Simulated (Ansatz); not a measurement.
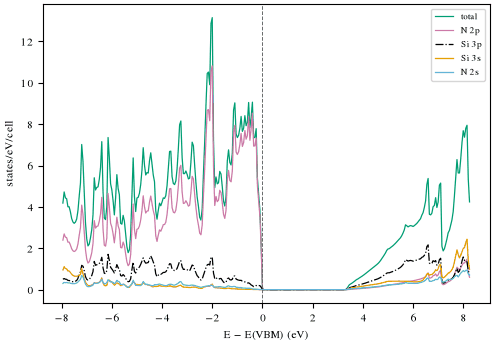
Fig. 1. Total and projected density of states of Si3N4 in space group Fd-3m (No. 227; Si on 16c, Si on 8b, N on 32e), plane-wave PAW PBEsol (Ansatz code)

Which orbitals carry the states next to the gap?

Top 1 eV of the valence band: N 2p 92 %. Bottom 1 eV of the conduction band: Si 3p 41 %, Si 3s 26 %, N 2s 13 %, N 2p 9 %, outside the projected shells 11 %. Projections are on Löwdin-orthogonalised atomic valence shells; empty p or d shells of many metals are not among them.

Where is the tallest occupied peak in this window, and what makes it?

Near -2.0 eV, about 13 states/eV per cell; the largest projected share is N 2p.

The PBEsol relaxation kept the symmetry of its start.

Potentials: the earlier of the program's two PAW sets. The files were generated under PBE; for other functionals the program regenerates the frozen cores, and for LDA and PBEsol the local potential too.
